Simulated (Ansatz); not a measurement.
## Geometry relaxation of Si2NH5F (charge +1) (part 1 of 2)

System: Si2NH5F, charge +1.
Method: RKS PBE-D4/def2-SVP (Ansatz 0.2.0).

It belongs to a series of runs on one base structure; here: end point B relaxed. Figures and captions count atoms from 1; the log counts them from 0 in places.

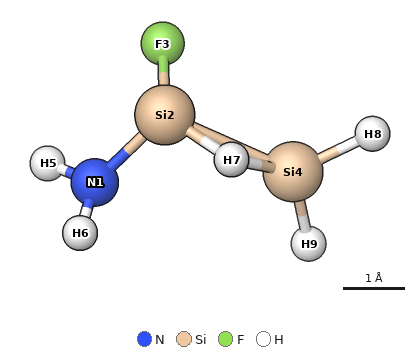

**Figure 1.** The starting structure (ball-and-stick view, seen on its broad side; atoms are numbered from 1 in the order of the input). Bond lengths as drawn: F–Si 1.60 Å, H–N 1.01 Å, H–Si 1.39 to 1.47 Å, N–Si 1.70 Å and Si–Si 2.40 Å.

### Key numbers

```tsv
quantity	value
outcome	converged
total energy	−20017.2279 eV
mean-field energy	−20017.0691 eV
largest force (length of the vector) at the end	0.026 eV/Å
hardware	2 threads of Arm Neoverse V2, 24 GiB of memory available, shared host
wall time	55 s (CPU time 1.7 min)
peak memory	0.16 GiB
```

### The input
```yaml
crystal:
  periodic: [false, false, false]
  atoms:
    - { symbol: "N", position_ang: [-0.1441, 1.48263, -0.6528] }
    - { symbol: Si, position_ang: [0.79479, 0.13461, -0.22157] }
    - { symbol: F, position_ang: [0.91235, -0.73598, -1.55637] }
    - { symbol: Si, position_ang: [-0.68116, -1.31357, 0.99809] }
    - { symbol: H, position_ang: [-0.15274, 1.80372, -1.61159] }
    - { symbol: H, position_ang: [-0.35287, 2.24383, -0.0266] }
    - { symbol: H, position_ang: [0.32957, -0.28803, 1.01498] }
    - { symbol: H, position_ang: [-0.36358, -2.65216, 1.51499] }
    - { symbol: H, position_ang: [-2.13297, -1.17415, 1.18364] }
total_charge: 1
basis:
  gaussian: { orbitals: def2-SVP }
hamiltonian:
  xc: pbe
  dispersion: d4
relax:
  f_tol: 0.02
  max_steps: 50
```

Run as:
```bash
ansatz run input.yaml --threads 2 --pin off --max-ram 3072MiB --backend cpu --events-out ev --progress --plain --runs-dir out
```

### Log
```
The last accepted step is kept in [file] (removed where the run ends without a failure and the disk answers)
Engine: ansatz 0.2.0, aarch64-unknown-linux-gnu
Functional definition: PBE
  parameter kappa = 0.804
  parameter beta = 0.06672455060314922
  exchange = pbe_x(kappa = kappa, mu = beta*pi^2/3)
  correlation = pbe_c(beta = beta)
1002 factors; their error is unknown
mean field evaluation 1: about -19993.1270 eV, gradient 9.7e1 eV
mean field evaluation 2: about -19821.7062 eV, gradient 2.6e2 eV
mean field evaluation 4: about -20003.8235 eV, gradient 4.8e1 eV
mean field evaluation 8: about -20008.9303 eV, gradient 2.0e1 eV
mean field evaluation 16: about -20011.5566 eV, gradient 1.7e-1 eV
mean field -20011.55672791 eV, -735.4111454304 hartree, gradient 7.4e-6 eV, S^2 0.000000; 1 other end points of the search recorded, 0 dependent functions left out
the calculation of the forces begins
reference -20011.55676147 eV, -735.4111466637 hartree; 24, 24 occupied and 65, 65 virtual orbitals, 1002 factors
relax step   1: F+E_penalty+E_count = -20011.71436988 eV  Δ(F+E_penalty+E_count) = +0.000e0 eV  max|allowed force component| = 4.218e0 eV/Å  Δτ_max = 0.0000 Å  (103 SCF iters, accepted)
these checks for a lower state are left out or cut short: starts, cluster_reference, orbital_swaps, neighbouring_geometries, increment
1002 factors; their error is unknown
mean field evaluation 32: about -20013.0928 eV, gradient 3.9e-3 eV
mean field -20013.01431747 eV, -735.4647108586 hartree, gradient 2.1e-5 eV, S^2 0.000000; 1 other end points of the search recorded, 0 dependent functions left out
[... from here on the field's lines of each further geometry are left out, up to the last ...]
relax step   2: F+E_penalty+E_count = -20013.17219629 eV  Δ(F+E_penalty+E_count) = -1.458e0 eV  max|allowed force component| = 2.695e0 eV/Å  Δτ_max = 0.1947 Å  (87 SCF iters, accepted)
relax step   3: F+E_penalty+E_count = -20014.29830358 eV  Δ(F+E_penalty+E_count) = -1.126e0 eV  max|allowed force component| = 2.479e0 eV/Å  Δτ_max = 0.1947 Å  (51 SCF iters, accepted)
relax step   4: F+E_penalty+E_count = -20015.28226202 eV  Δ(F+E_penalty+E_count) = -9.840e-1 eV  max|allowed force component| = 2.443e0 eV/Å  Δτ_max = 0.1949 Å  (34 SCF iters, accepted)
relax step   5: F+E_penalty+E_count = -20015.68231414 eV  Δ(F+E_penalty+E_count) = -4.001e-1 eV  max|allowed force component| = 2.172e0 eV/Å  Δτ_max = 0.1990 Å  (36 SCF iters, accepted)
relax step   6: F+E_penalty+E_count = -20015.81955039 eV  Δ(F+E_penalty+E_count) = -1.372e-1 eV  max|allowed force component| = 1.236e0 eV/Å  Δτ_max = 0.1047 Å  (30 SCF iters, accepted)
relax step   7: F+E_penalty+E_count = -20015.91732286 eV  Δ(F+E_penalty+E_count) = -9.777e-2 eV  max|allowed force component| = 4.138e-1 eV/Å  Δτ_max = 0.1993 Å  (28 SCF iters, accepted)
relax step   8: F+E_penalty+E_count = -20015.86105187 eV  Δ(F+E_penalty+E_count) = +5.627e-2 eV  max|allowed force component| = 7.812e-1 eV/Å  Δτ_max = 0.1479 Å  (29 SCF iters, rejected (line search))
relax step   9: F+E_penalty+E_count = -20015.94058373 eV  Δ(F+E_penalty+E_count) = -2.326e-2 eV  max|allowed force component| = 1.300e-1 eV/Å  Δτ_max = 0.0641 Å  (28 SCF iters, accepted)
relax step  10: F+E_penalty+E_count = -20015.96407141 eV  Δ(F+E_penalty+E_count) = -2.349e-2 eV  max|allowed force component| = 2.090e-1 eV/Å  Δτ_max = 0.1000 Å  (29 SCF iters, accepted)
relax step  11: F+E_penalty+E_count = -20015.99928841 eV  Δ(F+E_penalty+E_count) = -3.522e-2 eV  max|allowed force component| = 3.190e-1 eV/Å  Δτ_max = 0.1199 Å  (29 SCF iters, accepted)
relax step  12: F+E_penalty+E_count = -20016.03832298 eV  Δ(F+E_penalty+E_count) = -3.903e-2 eV  max|allowed force component| = 3.427e-1 eV/Å  Δτ_max = 0.0834 Å  (28 SCF iters, accepted)
relax step  13: F+E_penalty+E_count = -20016.07406403 eV  Δ(F+E_penalty+E_count) = -3.574e-2 eV  max|allowed force component| = 3.303e-1 eV/Å  Δτ_max = 0.0563 Å  (28 SCF iters, accepted)
relax step  14: F+E_penalty+E_count = -20016.18764355 eV  Δ(F+E_penalty+E_count) = -1.136e-1 eV  max|allowed force component| = 6.201e-1 eV/Å  Δτ_max = 0.1954 Å  (33 SCF iters, accepted)
relax step  15: F+E_penalty+E_count = -20016.30422846 eV  Δ(F+E_penalty+E_count) = -1.166e-1 eV  max|allowed force component| = 1.419e0 eV/Å  Δτ_max = 0.1955 Å  (34 SCF iters, accepted)
relax step  16: F+E_penalty+E_count = -20016.48931756 eV  Δ(F+E_penalty+E_count) = -1.851e-1 eV  max|allowed force component| = 1.372e0 eV/Å  Δτ_max = 0.1954 Å  (34 SCF iters, accepted)
relax step  17: F+E_penalty+E_count = -20016.81728194 eV  Δ(F+E_penalty+E_count) = -3.280e-1 eV  max|allowed force component| = 6.488e-1 eV/Å  Δτ_max = 0.1947 Å  (28 SCF iters, accepted)
relax step  18: F+E_penalty+E_count = -20016.97584405 eV  Δ(F+E_penalty+E_count) = -1.586e-1 eV  max|allowed force component| = 5.734e-1 eV/Å  Δτ_max = 0.2000 Å  (28 SCF iters, accepted)
relax step  19: F+E_penalty+E_count = -20017.09122792 eV  Δ(F+E_penalty+E_count) = -1.154e-1 eV  max|allowed force component| = 4.739e-1 eV/Å  Δτ_max = 0.1913 Å  (29 SCF iters, accepted)
relax step  20: F+E_penalty+E_count = -20017.16794829 eV  Δ(F+E_penalty+E_count) = -7.672e-2 eV  max|allowed force component| = 2.763e-1 eV/Å  Δτ_max = 0.1999 Å  (28 SCF iters, accepted)
relax step  21: F+E_penalty+E_count = -20017.20602100 eV  Δ(F+E_penalty+E_count) = -3.807e-2 eV  max|allowed force component| = 2.074e-1 eV/Å  Δτ_max = 0.1998 Å  (27 SCF iters, accepted)
relax step  22: F+E_penalty+E_count = -20017.19678369 eV  Δ(F+E_penalty+E_count) = +9.237e-3 eV  max|allowed force component| = 3.990e-1 eV/Å  Δτ_max = 0.1998 Å  (27 SCF iters, rejected (line search))
relax step  23: F+E_penalty+E_count = -20017.21606839 eV  Δ(F+E_penalty+E_count) = -1.005e-2 eV  max|allowed force component| = 8.992e-2 eV/Å  Δτ_max = 0.0998 Å  (28 SCF iters, accepted)
relax step  24: F+E_penalty+E_count = -20017.21288852 eV  Δ(F+E_penalty+E_count) = +3.180e-3 eV  max|allowed force component| = 3.277e-1 eV/Å  Δτ_max = 0.1000 Å  (28 SCF iters, rejected (line search))
relax step  25: F+E_penalty+E_count = -20017.21873050 eV  Δ(F+E_penalty+E_count) = -2.662e-3 eV  max|allowed force component| = 2.995e-2 eV/Å  Δτ_max = 0.0500 Å  (27 SCF iters, accepted)
relax step  26: F+E_penalty+E_count = -20017.21957595 eV  Δ(F+E_penalty+E_count) = -8.455e-4 eV  max|allowed force component| = 3.744e-2 eV/Å  Δτ_max = 0.0500 Å  (27 SCF iters, accepted)
relax step  27: F+E_penalty+E_count = -20017.22022910 eV  Δ(F+E_penalty+E_count) = -6.531e-4 eV  max|allowed force component| = 6.128e-2 eV/Å  Δτ_max = 0.0718 Å  (27 SCF iters, accepted)
relax step  28: F+E_penalty+E_count = -20017.22114662 eV  Δ(F+E_penalty+E_count) = -9.175e-4 eV  max|allowed force component| = 5.578e-2 eV/Å  Δτ_max = 0.0309 Å  (28 SCF iters, accepted)
relax step  29: F+E_penalty+E_count = -20017.22233792 eV  Δ(F+E_penalty+E_count) = -1.191e-3 eV  max|allowed force component| = 7.509e-2 eV/Å  Δτ_max = 0.0620 Å  (27 SCF iters, accepted)
relax step  30: F+E_penalty+E_count = -20017.22305189 eV  Δ(F+E_penalty+E_count) = -7.140e-4 eV  max|allowed force component| = 9.121e-2 eV/Å  Δτ_max = 0.0557 Å  (27 SCF iters, accepted)
relax step  31: F+E_penalty+E_count = -20017.22399261 eV  Δ(F+E_penalty+E_count) = -9.407e-4 eV  max|allowed force component| = 9.196e-2 eV/Å  Δτ_max = 0.0544 Å  (27 SCF iters, accepted)
relax step  32: F+E_penalty+E_count = -20017.22502809 eV  Δ(F+E_penalty+E_count) = -1.035e-3 eV  max|allowed force component| = 9.885e-2 eV/Å  Δτ_max = 0.0417 Å  (27 SCF iters, accepted)
relax step  33: F+E_penalty+E_count = -20017.22590575 eV  Δ(F+E_penalty+E_count) = -8.777e-4 eV  max|allowed force component| = 9.394e-2 eV/Å  Δτ_max = 0.0937 Å  (28 SCF iters, accepted)
relax step  34: F+E_penalty+E_count = -20017.22678696 eV  Δ(F+E_penalty+E_count) = -8.812e-4 eV  max|allowed force component| = 1.019e-1 eV/Å  Δτ_max = 0.0532 Å  (28 SCF iters, accepted)
relax step  35: F+E_penalty+E_count = -20017.22729091 eV  Δ(F+E_penalty+E_count) = -5.040e-4 eV  max|allowed force component| = 7.764e-2 eV/Å  Δτ_max = 0.0113 Å  (28 SCF iters, accepted)
relax step  36: F+E_penalty+E_count = -20017.22761983 eV  Δ(F+E_penalty+E_count) = -3.289e-4 eV  max|allowed force component| = 3.828e-2 eV/Å  Δτ_max = 0.0272 Å  (28 SCF iters, accepted)
relax step  37: F+E_penalty+E_count = -20017.22777140 eV  Δ(F+E_penalty+E_count) = -1.516e-4 eV  max|allowed force component| = 3.524e-2 eV/Å  Δτ_max = 0.0318 Å  (27 SCF iters, accepted)
relax step  38: F+E_penalty+E_count = -20017.22785764 eV  Δ(F+E_penalty+E_count) = -8.624e-5 eV  max|allowed force component| = 2.779e-2 eV/Å  Δτ_max = 0.0269 Å  (29 SCF iters, accepted)
the calculation of the forces begins
reference -20017.06914954 eV, -735.6137231887 hartree; 24, 24 occupied and 65, 65 virtual orbitals, 1002 factors
relax step  39: F+E_penalty+E_count = -20017.22788492 eV  Δ(F+E_penalty+E_count) = -2.728e-5 eV  max|allowed force component| = 1.995e-2 eV/Å  Δτ_max = 0.0139 Å  (28 SCF iters, accepted)
1002 factors; their error is unknown
mean field evaluation 320: about -19920.0097 eV, gradient 2.0e2 eV
```

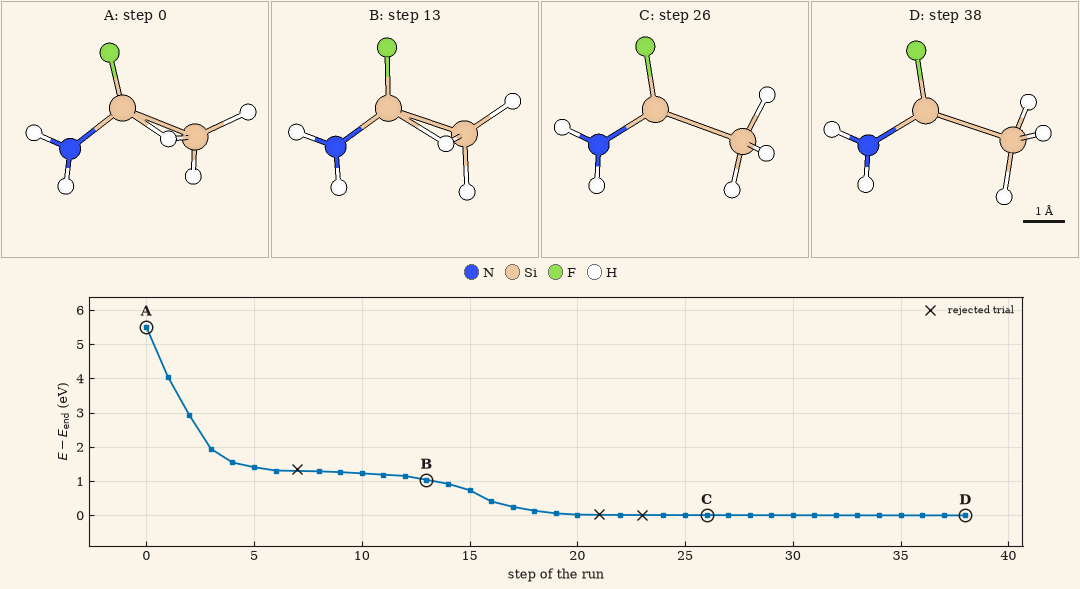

**Figure 2.** Frames of the relaxation (ball-and-stick view, seen at a tilt) above the curves, on which the letters mark them (the first geometry is step 0 here and step 1 in the log).

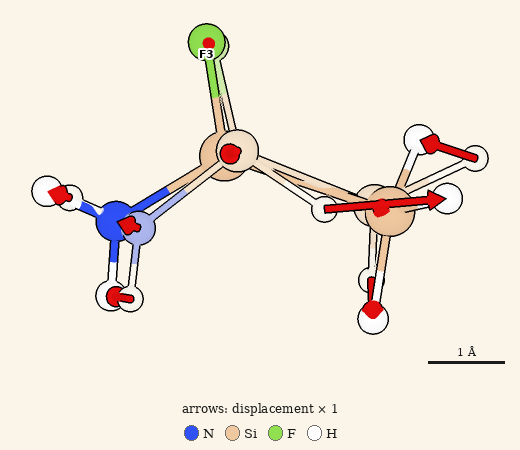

**Figure 3.** Start (faint) and end (solid) with the displacements as red arrows, at true length (ball-and-stick view, seen at a tilt). The two geometries are laid on each other by the best rigid fit. The largest move after the best rigid fit is that of H7, 1.65 Å. Largest moves by element: H 1.65 Å, F 0.70 Å, Si 0.59 Å, N 0.38 Å. Distances before and after: Si2–H7 1.387 → 3.069 Å, Si4–H7 1.440 → 1.496 Å, Si2–Si4 2.401 → 2.370 Å, N1–Si2 1.698 → 1.670 Å. Bonds break: Si2–H7 (1.39 → 3.07 Å). Among the angles that change: Si2–Si4–H7 31.2° → 102.8°, Si2–Si4–H9 127.9° → 103.1°, Si2–Si4–H8 126.5° → 102.8°. After 38 geometry steps the energy has fallen by 5.514 eV. The largest force component goes from 4.2 to 0.02 eV/Å. The line search rejected the trial steps at points 7, 21, 23 (counted from 0) and went back. (Atoms are counted from 1 in the order of the input.)

```
mean field -20017.06911623 eV, -735.6137219647 hartree, gradient 1.5e-5 eV, S^2 0.000000; 1 other end points of the search recorded, 0 dependent functions left out
the calculation of the forces begins
reference -20017.06914954 eV, -735.6137231887 hartree; 24, 24 occupied and 65, 65 virtual orbitals, 1002 factors
Total energy: -20017.22791823 eV, -735.6195578305 hartree
Atom 0 at    -0.287003     1.491417    -1.072855 Å, force    -0.004718    -0.005116     0.008285 eV/Å
Atom 1 at     0.309962     0.051880    -0.472652 Å, force    -0.016745     0.019953     0.000630 eV/Å
Atom 2 at     1.617439    -0.422271    -1.274943 Å, force     0.006221    -0.003844    -0.002504 eV/Å
Atom 3 at    -0.526985    -1.256507     1.316894 Å, force     0.000283    -0.004586     0.001813 eV/Å
Atom 4 at     0.141779     1.998854    -1.859481 Å, force     0.000270     0.001404    -0.001928 eV/Å
Atom 5 at    -1.118901     1.965195    -0.698740 Å, force     0.012530    -0.010746    -0.002683 eV/Å
Atom 6 at     0.620568    -1.277832     2.276294 Å, force    -0.002762    -0.000447    -0.002831 eV/Å
Atom 7 at    -0.823528    -2.566495     0.658285 Å, force     0.001031     0.003675     0.002564 eV/Å
Atom 8 at    -1.724041    -0.483339     1.769968 Å, force     0.003891    -0.000294    -0.003346 eV/Å
Dipole moment:    -0.484947     0.400044     0.120474 e Å
```

### Trajectory as extended XYZ (Å, eV, eV/Å), 39 frames, from step=1 to step=39
```
9
Properties=species:S:1:pos:R:3:forces:R:3 step=1 energy=-20011.71437
N    -0.1441    1.4826   -0.6528   -0.1220  -0.0645   0.3594
Si    0.7948    0.1346   -0.2216    0.3005   2.0782  -2.6734
F     0.9123   -0.7360   -1.5564    0.9921  -0.8163  -0.3495
Si   -0.6812   -1.3136    0.9981   -4.1173  -4.2185  -1.9307
H    -0.1527    1.8037   -1.6116   -0.1344  -0.0034  -0.8043
H    -0.3529    2.2438   -0.0266    0.1526   0.6847   0.6034
H     0.3296   -0.2880    1.0150    2.4477   1.4872   3.3107
H    -0.3636   -2.6522    1.5150    0.9295  -0.1277   0.7227
H    -2.1330   -1.1742    1.1836   -0.4487   0.9802   0.7616
9
Properties=species:S:1:pos:R:3:forces:R:3 step=2 energy=-20013.17220
N    -0.1654    1.5071   -0.6592    0.1265   0.1841   0.2021
Si    0.7764    0.1573   -0.2445   -1.0258   0.6386  -1.3345
F     1.0046   -0.7427   -1.5600    0.9745  -0.2008   0.0774
Si   -0.7656   -1.4227    0.8608   -2.6949  -2.5943  -1.4964
H    -0.1847    1.8134   -1.6335   -0.1567  -0.0253  -0.3382
H    -0.3295    2.2859   -0.0215    0.1919   0.2734   0.2072
H     0.3605   -0.3319    1.0664    2.0511   1.0152   1.8010
H    -0.3069   -2.6649    1.5715    0.3416   0.2708   0.3576
H    -2.1803   -1.1006    1.2626    0.1918   0.4382   0.5237
9
Properties=species:S:1:pos:R:3:forces:R:3 step=3 energy=-20014.29830
N    -0.1829    1.5388   -0.6700    0.5057   0.2663   0.2447
Si    0.6952    0.1542   -0.2668   -2.4791  -1.6995  -0.8911
F     1.0934   -0.7515   -1.5578    1.0209   0.6219   0.5331
Si   -0.8644   -1.5327    0.7341   -0.8980  -0.8035  -0.9961
H    -0.2053    1.8269   -1.6557   -0.1204   0.0716  -0.0806
H    -0.3087    2.3205   -0.0171    0.0891   0.1206  -0.0399
H     0.4530   -0.3434    1.1452    1.5910   0.9065   0.8833
H    -0.2904   -2.6445    1.6066    0.0448   0.3636   0.0201
H    -2.1807   -1.0674    1.3244    0.2459   0.1527   0.3266
9
Properties=species:S:1:pos:R:3:forces:R:3 step=4 energy=-20015.28226
N    -0.1877    1.5726   -0.6868    0.6337  -0.2421   0.3288
Si    0.5160    0.0855   -0.3010   -1.4196  -2.4431  -1.2320
F     1.2193   -0.7379   -1.5720   -0.0848   1.2685   1.5749
Si   -0.9667   -1.6334    0.6497    0.1784   0.3951   0.1012
H    -0.2043    1.8551   -1.6764   -0.0686   0.1674   0.0823
H    -0.2906    2.3404   -0.0085   -0.0109  -0.0182  -0.1958
H     0.5811   -0.3150    1.2344    0.6468   0.6552  -0.1624
H    -0.2800   -2.6205    1.6227   -0.1851   0.3278  -0.4586
H    -2.1777   -1.0459    1.3806    0.3101  -0.1107  -0.0385
9
Properties=species:S:1:pos:R:3:forces:R:3 step=5 energy=-20015.68231
N    -0.1884    1.5539   -0.6997    0.2368   0.2205  -0.0922
Si    0.3690    0.0188   -0.3217    0.3519  -1.6878  -2.1716
F     1.3611   -0.7083   -1.4588   -1.1013   0.9873   1.4184
Si   -1.0649   -1.6435    0.6642    0.3041   0.6258   0.1332
H    -0.1559    1.8928   -1.6741   -0.1043  -0.0010   0.2151
H    -0.3292    2.3028   -0.0078   -0.0217  -0.1094  -0.1218
H     0.7091   -0.2492    1.0969    0.3269   0.1625   0.9918
H    -0.3011   -2.6131    1.5436   -0.0920  -0.0722  -0.2440
H    -2.1905   -1.0533    1.5001    0.0995  -0.1257  -0.1289
9
Properties=species:S:1:pos:R:3:forces:R:3 step=6 energy=-20015.81955
N    -0.1800    1.5469   -0.7149    0.1471   0.1047  -0.1206
Si    0.3471   -0.0014   -0.3314    0.6864  -1.2357  -0.9715
F     1.3868   -0.7005   -1.4250   -1.0757   0.7202   1.1283
Si   -1.0757   -1.6101    0.6867    0.4573   0.4163   0.0498
H    -0.1848    1.8837   -1.6891   -0.0635  -0.0143   0.1748
H    -0.3272    2.2937   -0.0248   -0.0121  -0.0773  -0.0608
H     0.7670   -0.1882    1.1473   -0.0615   0.1494   0.0560
H    -0.3280   -2.6728    1.4619   -0.1076  -0.0108  -0.1870
H    -2.1959   -1.0504    1.5321    0.0294  -0.0524  -0.0690
9
Properties=species:S:1:pos:R:3:forces:R:3 step=7 energy=-20015.91732
N    -0.1471    1.5534   -0.7453    0.0769  -0.0278  -0.0204
Si    0.3465    0.0016   -0.3187   -0.0103  -0.4042  -0.2957
F     1.3864   -0.7339   -1.3306   -0.3877   0.2703   0.4138
Si   -1.0418   -1.5581    0.7311    0.2196   0.1686  -0.2680
H    -0.2388    1.8679   -1.7198    0.0070  -0.0538   0.0907
H    -0.2867    2.3091   -0.0661    0.0153  -0.0366  -0.0098
H     0.7166   -0.0887    1.1902    0.0202   0.0376   0.0447
H    -0.3636   -2.7731    1.2934    0.0278  -0.0091   0.0277
H    -2.1623   -1.0772    1.6086    0.0312   0.0549   0.0171
9
Properties=species:S:1:pos:R:3:forces:R:3 step=8 energy=-20015.86105 accepted=F
N    -0.1299    1.5673   -0.6926   -0.0255  -0.2321   0.1602
Si    0.2872   -0.0058   -0.3279    0.3881  -0.4065   0.3204
F     1.3427   -0.7560   -1.2893   -0.0069   0.1373  -0.0719
Si   -1.0259   -1.6164    0.6535    0.1485   0.4332   0.3046
H    -0.3359    1.7758   -1.6569   -0.1792   0.4974  -0.7812
H    -0.1702    2.3763   -0.0701   -0.0114  -0.0067   0.1386
H     0.6692   -0.0634    1.1848   -0.1663  -0.2194   0.0108
H    -0.3126   -2.7481    1.3381   -0.0481  -0.0820  -0.1094
H    -2.1153   -1.0288    1.5031   -0.0993  -0.1212   0.0280
9
Properties=species:S:1:pos:R:3:forces:R:3 step=9 energy=-20015.94058
N    -0.1359    1.5544   -0.7387    0.0221  -0.0773  -0.0039
Si    0.3186   -0.0067   -0.3166   -0.1002   0.0486  -0.1300
F     1.3685   -0.7494   -1.2843    0.0570   0.0288   0.0106
Si   -1.0173   -1.5511    0.7071    0.0256  -0.0089   0.0763
H    -0.2809    1.8362   -1.7140    0.0137   0.0442  -0.0096
H    -0.2420    2.3261   -0.0735    0.0061  -0.0125   0.0194
H     0.6563   -0.0829    1.2110   -0.0442  -0.0726   0.0389
H    -0.3418   -2.7776    1.2536    0.0044   0.0308  -0.0057
H    -2.1162   -1.0481    1.5981    0.0157   0.0188   0.0039
9
Properties=species:S:1:pos:R:3:forces:R:3 step=10 energy=-20015.96407
N    -0.1426    1.5472   -0.7370    0.0394  -0.0538   0.0222
Si    0.2941   -0.0253   -0.3448   -0.2090   0.0786  -0.1809
F     1.3833   -0.7347   -1.2854    0.1637  -0.0366  -0.0637
Si   -1.0042   -1.5506    0.7104    0.0699   0.0714   0.1049
H    -0.2535    1.8504   -1.7108    0.0231   0.0496   0.0083
H    -0.2639    2.3046   -0.0579   -0.0122  -0.0168   0.0054
H     0.5781   -0.1451    1.2088   -0.0912  -0.1134   0.0833
H    -0.3088   -2.7647    1.2605   -0.0236   0.0569   0.0084
H    -2.0732   -0.9808    1.5991    0.0400  -0.0359   0.0120
```
